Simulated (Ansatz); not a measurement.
# Calculations on SiH₃F₃

**1. Relaxation**

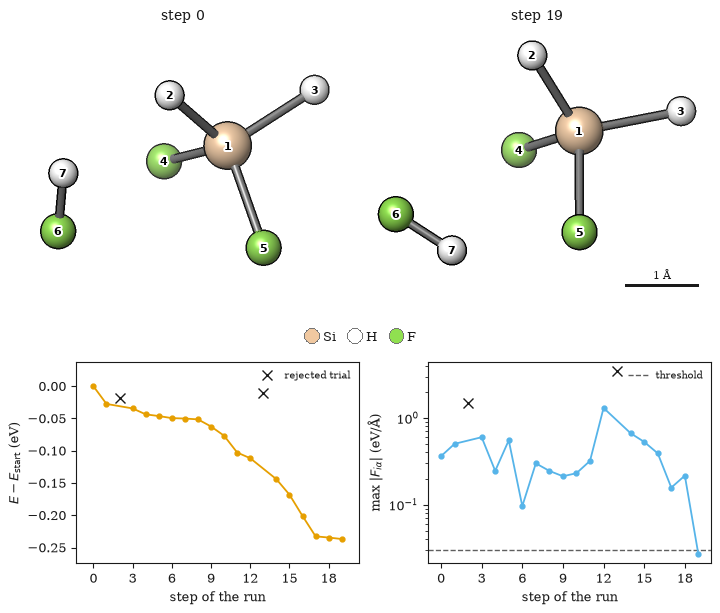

First and last geometry of a relaxation of SiH3F3, with the history of the run. A ball-and-stick model, seen at a tilt.

The run prepares an end point of a later path (reaction) calculation, from a guessed geometry.

Level of theory: RKS PBE0-D4/def2-SVP (Ansatz 0.2.0).

Input file:
```yaml
crystal:
  periodic: [false, false, false]
  atoms:
    - { symbol: Si, position_ang: [0.228252, 0.0, -0.064188] }
    - { symbol: H, position_ang: [0.150768, 0.0, 1.403479] }
    - { symbol: H, position_ang: [1.625081, 0.0, -0.549792] }
    - { symbol: F, position_ang: [-0.483753, 1.317511, -0.643594] }
    - { symbol: F, position_ang: [-0.483753, -1.317511, -0.643595] }
    - { symbol: F, position_ang: [-2.270876, -1.0e-06, 1.1828] }
    - { symbol: H, position_ang: [-1.653819, 2.0e-06, 1.868691] }
basis:
  gaussian: { orbitals: def2-SVP }
hamiltonian:
  xc: pbe0
  dispersion: d4
relax:
  f_tol: 0.03
  max_steps: 50
output:
  orbitals: {}
```

Command:
```bash
ansatz run input.yaml --threads 1 --pin off --max-ram 2048MiB --backend cpu --events-out ev --progress --plain --runs-dir out
```

Did the run converge, and what did it change?

Answer. It converged. Over 17 accepted moves (19 points after the start) the energy falls by 0.237 eV. The largest force component goes from 0.36 to 0.027 eV/Å. The line search rejected the trial steps at points 2, 13 of the run. The largest move after the best rigid fit is that of H7, 1.18 Å. By element the largest moves are H 1.18 Å, F 0.62 Å, Si 0.21 Å. Among the contacts that change: Si1–F5 1.606 → 1.634 Å, Si1–H2 1.470 → 1.476 Å, F6–H7 0.923 → 0.927 Å. Bond angles that change, for instance: F4–Si1–F5 110.3° → 107.1°, H2–Si1–H3 112.2° → 114.9°. The run took 41 s on 1 thread of Arm Neoverse V2, on a shared host, peak memory 0.14 GiB.

**2. Relaxation**

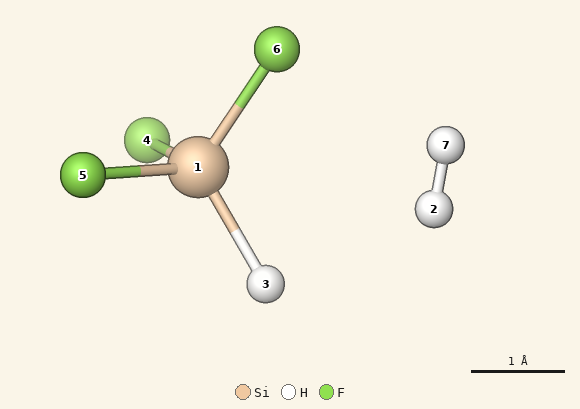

SiH$_{3}$F$_{3}$, before the relaxation. Style: ball-and-stick. Shown at a tilt.

The run prepares an end point of a later path (reaction) calculation, from a guessed geometry.

Method: RKS PBE0-D4/def2-SVP (Ansatz 0.2.0).

Input file:
```yaml
crystal:
  periodic: [false, false, false]
  atoms:
    - { symbol: Si, position_ang: [-0.452454, 1.0e-06, -0.379151] }
    - { symbol: H, position_ang: [0.146808, 1.4e-05, 2.226815] }
    - { symbol: H, position_ang: [0.863583, 0.0, 0.258079] }
    - { symbol: F, position_ang: [-0.607143, 1.298547, -1.301997] }
    - { symbol: F, position_ang: [-0.607146, -1.298549, -1.30199] }
    - { symbol: F, position_ang: [-1.689795, 6.0e-06, 0.628282] }
    - { symbol: H, position_ang: [-0.541954, -2.0e-05, 2.423762] }
basis:
  gaussian: { orbitals: def2-SVP }
hamiltonian:
  xc: pbe0
  dispersion: d4
relax:
  f_tol: 0.03
  max_steps: 50
```

Command:
```bash
ansatz run input.yaml --threads 1 --pin off --max-ram 2048MiB --backend cpu --events-out ev --progress --plain --runs-dir out
```

> What does the optimiser find from here?

The energy falls by 0.254 eV in 10 accepted moves (11 points after the start). The largest force component goes from 1.7 to 0.023 eV/Å. The line search rejected the trial step at point 8 of the run. The forces were under the threshold at step 9, but the run went on from there. H2 moves most after the best rigid fit: 1.04 Å. By element the largest moves are H 1.04 Å, Si 0.29 Å, F 0.29 Å. Among the contacts that change: H2–H7 0.716 → 0.762 Å. Bond angles that change, for instance: H3–Si1–F6 115.0° → 110.8°. Cost: 23 s on 1 thread of Arm Neoverse V2, on a shared host, peak memory 0.14 GiB.

History of the run:

| step | E − E(0), eV | largest force component, eV/Å | note |
| --- | --- | --- | --- |
| 0 | 0.0000 | 1.7459 |  |
| 1 | -0.1493 | 0.3239 |  |
| 2 | -0.2053 | 0.2592 |  |
| 3 | -0.2328 | 0.3245 |  |
| 4 | -0.2461 | 0.2430 |  |
| 5 | -0.2509 | 0.1097 |  |
| 6 | -0.2531 | 0.0349 |  |
| 7 | -0.2536 | 0.0506 |  |
| 8 | -0.2058 | 1.4206 | rejected |
| 9 | -0.2540 | 0.0039 |  |
| 10 | -0.2541 | 0.0544 |  |
| 11 | -0.2542 | 0.0228 |  |

The structure at the end:

```xyz
7

Si   -0.4600    0.0000   -0.6681
H     0.0854    0.0000    3.2686
H     0.8847    0.0000   -0.0854
F    -0.6917    1.2941   -1.5772
F    -0.6917   -1.2941   -1.5772
F    -1.5779    0.0000    0.4788
H    -0.4370    0.0000    2.7144
```

After the run, drawn alike:

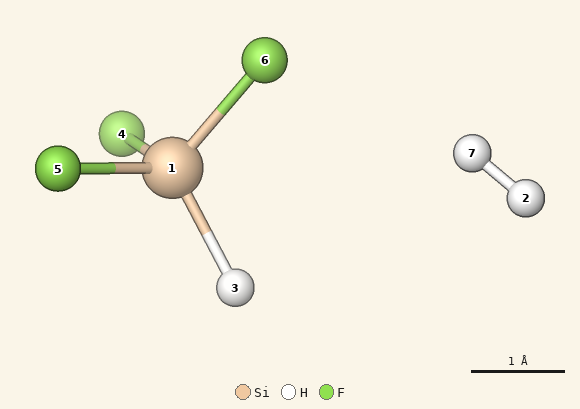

**3. Path**

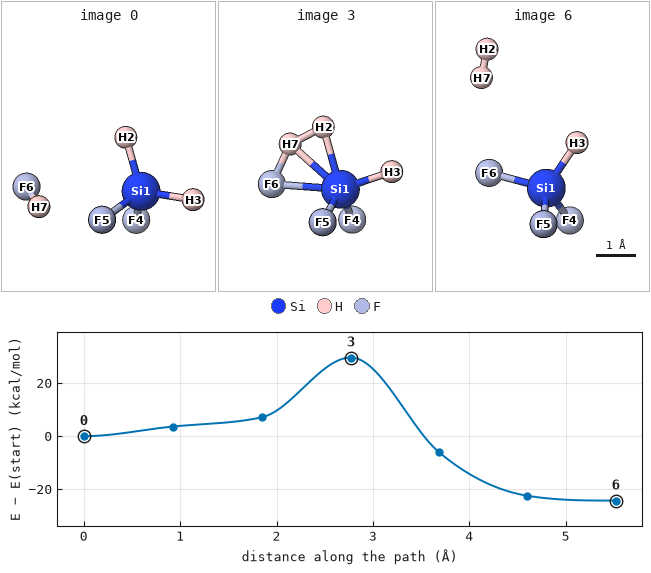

A search for the minimum-energy path of SiH3F3 by the nudged elastic band. Images are numbered from 0 (start) to 6 (end). The picture is a ball-and-stick view, seen from a free direction.

Level of theory: RKS PBE0-D4/def2-SVP (Ansatz). Settings: 5 movable images; climbing image; force threshold 0.03 eV/Å; iteration limit 60; starting path through a guess of the saddle point.

What happens along the path, and what is the barrier?

Forward barrier 29.6 kcal/mol, backward barrier 53.9 kcal/mol, with image 3 at the top; the reaction energy is −24.3 kcal/mol. Breaking: F6–H7 (0.93 → 1.17 at the top → 2.51 Å), Si1–H2 (1.48 → 1.69 at the top → 3.97 Å). Forming: H2–H7 (2.95 → 1.01 at the top → 0.76 Å), Si1–F6 (3.03 → 1.88 at the top → 1.60 Å). The band converged in 11 iterations. The largest component of the band force went from 53 to 0.009 eV/Å. The climbing image converged on the top of the path. Its vibrational analysis gives one imaginary mode (1104i cm⁻¹), as a transition state must have.

Cost: 110 s on 1 thread of Arm Neoverse V2, on a shared host, peak memory 0.16 GiB.
